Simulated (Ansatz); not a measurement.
# C2H5ClSi (SMILES ClC1C[SiH2]1): r2SCAN/def2-SVP

Aim: the electronic atomisation energy of C2H5ClSi at r2SCAN/def2-SVP, from 5 runs. 

The calculation is run with Ansatz 0.2.0.

84 further runs of the same task are left out: 84 set aside as unsound or not needed.

### 1 The molecule

C2H5ClSi has 9 atoms, charge 0, and is taken as a singlet. As SMILES, `ClC1C[SiH2]1`. The coordinates come from a PBE0-D4/def2-TZVP relaxation.

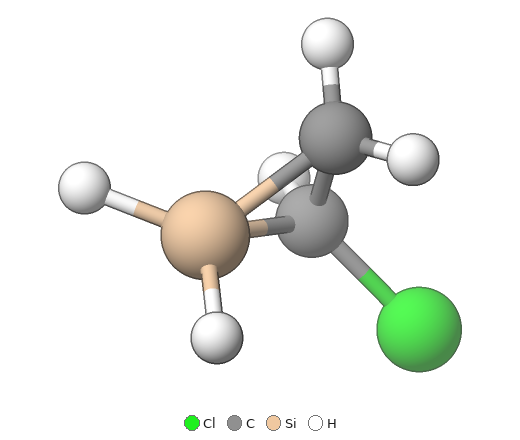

Viewed from a chosen angle; chlorine green, carbon grey, silicon light orange, hydrogen white.

### 2 A single-point energy at r2SCAN/def2-SVP

Contents of run.yaml:

```yaml
crystal:
  periodic: [false, false, false]
  atoms:
    - {symbol: Cl, position_ang: [-0.610200, -0.416600, -2.254300]}
    - {symbol: C, position_ang: [-0.442600, 0.373500, -0.689900]}
    - {symbol: C, position_ang: [0.930400, 0.305100, -0.014300]}
    - {symbol: Si, position_ang: [-0.417500, -0.575100, 0.903900]}
    - {symbol: H, position_ang: [-0.899600, 1.356600, -0.714500]}
    - {symbol: H, position_ang: [1.659300, -0.322300, -0.518200]}
    - {symbol: H, position_ang: [1.345700, 1.248900, 0.324100]}
    - {symbol: H, position_ang: [-0.452800, -2.048100, 0.838700]}
    - {symbol: H, position_ang: [-1.023900, 0.031800, 2.107300]}
basis:
  gaussian:
    orbitals: def2-SVP
hamiltonian:
  xc: {name: r2SCAN}
accuracy: high
output: {orbitals: {seedname: orbitals}}
```

Command:

```bash
ansatz run run.yaml --threads 1 --pin off --max-ram 3480MiB --events-out events.jsonl --progress --plain --runs-dir runs
```

The program printed:

```text
Warning: RAYON_NUM_THREADS=1 ignored (pool sized by the plan → 1); use --threads N
Functional definition: r2SCAN
  name "r2SCAN"
  parameter k0 = 0.174
  parameter k1 = 0.065
  parameter a1 = 4.9479
  exchange = r2scan_x(k0 = k0, k1 = k1, a1 = a1)
  correlation = r2scan_c
2017 factors; integrals over basis functions are off by at most 4.1e-9 eV
mean field evaluation 1: about -22536.0917 eV, gradient 5.4e1 eV
mean field evaluation 2: about -22518.0655 eV, gradient 9.2e1 eV
mean field evaluation 4: about -22543.5398 eV, gradient 5.4e0 eV
mean field evaluation 8: about -22543.6053 eV, gradient 6.0e-2 eV
mean field evaluation 16: about -22543.6053 eV, gradient 5.0e-6 eV
mean field -22543.60530184 eV, -828.4622142382 hartree, gradient 6.6e-8 eV, S^2 0.000000; 0 other end points of the search recorded, 0 dependent functions left out
reference -22543.60530253 eV, -828.4622142634 hartree; 24, 24 occupied and 65, 65 virtual orbitals, 2017 factors
Total energy: -22543.60530253 eV, -828.4622142634 hartree
```

It took 8.4 s on 1 thread of Intel Xeon Platinum 8488C (Sapphire Rapids), shared host; peak memory 0.3 GiB.

### 3 The C atom, same level

Contents of run.yaml:

```yaml
crystal:
  periodic: [false, false, false]
  atoms:
    - {symbol: C, position_ang: [0.000000, 0.000000, 0.000000]}
basis:
  gaussian: {orbitals: def2-SVP}
hamiltonian: {xc: {name: r2SCAN}}
total_charge: 0
accuracy: high
magnetization: {spin_polarized: true, initial_magnetization: 2}
```

Run the same way, it converges to -37.78739 Eh (log not shown).

### 4 The Cl atom, same level

Contents of job.yaml:

```yaml
crystal:
  periodic: [false, false, false]
  atoms:
    - symbol: Cl
      position_ang: [0.000000, 0.000000, 0.000000]
basis:
  gaussian:
    orbitals: def2-SVP
magnetization:
  spin_polarized: true
  initial_magnetization: 1
hamiltonian:
  xc: {name: r2SCAN}
accuracy: high
```

Run the same way, it converges to -459.95999 Eh (log not shown).

### 5 The H atom at the same level

Edit job.yaml of step 4 so:

```diff
@@ -3,3 +3,3 @@
   atoms:
-    - symbol: Cl
+    - symbol: H
       position_ang: [0.000000, 0.000000, 0.000000]
@@ -12,3 +12,3 @@
 hamiltonian:
-  xc: {name: r2SCAN}
+  xc: r2scan
 accuracy: high
```

Command:

```bash
ansatz run job.yaml --threads 1 --pin off --max-ram 3480MiB --events-out events.jsonl --progress --plain --runs-dir runs
```

The program printed:

```text
Warning: RAYON_NUM_THREADS=1 ignored (pool sized by the plan → 1); use --threads N
[... 7 set-up lines as earlier in the session ...]
15 factors; integrals over basis functions are off by at most 8.9e-10 eV
mean field evaluation 1: about -13.5844 eV, gradient 1.2e-3 eV
mean field evaluation 2: about -13.5842 eV, gradient 3.4e-3 eV
mean field evaluation 4: about -13.5842 eV, gradient 2.8e-5 eV
mean field -13.58416968 eV, -0.4992090282 hartree, gradient 1.0e-8 eV, S^2 0.750000; 0 other end points of the search recorded, 0 dependent functions left out
reference -13.58417057 eV, -0.4992090606 hartree; 1, 0 occupied and 4, 5 virtual orbitals, 15 factors
Total energy: -13.58417057 eV, -0.4992090606 hartree
```

Wall time 0.24 s (1 thread of Intel Xeon Platinum 8488C (Sapphire Rapids), shared host).

### 6 The Si atom

Contents of job.yaml:

```yaml
crystal:
  periodic: [false, false, false]
  atoms:
    - {symbol: Si, position_ang: [0.000000, 0.000000, 0.000000]}
basis:
  gaussian:
    orbitals: def2-SVP
accuracy: high
hamiltonian:
  xc: r2scan
magnetization:
  spin_polarized: true
  initial_magnetization: 2
```

Run the same way, it converges to -289.24480 Eh (log not shown).

### 7 What came out

Level: r2SCAN/def2-SVP.

```
                     quantity          value
       molecule: total energy  -828.46221 Eh
        molecule: HOMO energy       -5.99 eV
        molecule: LUMO energy       -0.50 eV
      molecule: HOMO–LUMO gap        5.49 eV
         C atom: total energy   -37.78739 Eh
                 C atom: ⟨S²⟩          2.005
        Cl atom: total energy  -459.95999 Eh
                Cl atom: ⟨S²⟩          0.753
         H atom: total energy    -0.49921 Eh
                 H atom: ⟨S²⟩          0.750
        Si atom: total energy  -289.24480 Eh
                Si atom: ⟨S²⟩          2.006
electronic atomisation energy      32.289 eV
```

**Reading.** Taking the molecule apart into free atoms costs 32.29 eV (3115 kJ/mol), before zero-point energy and without spin-orbit coupling.
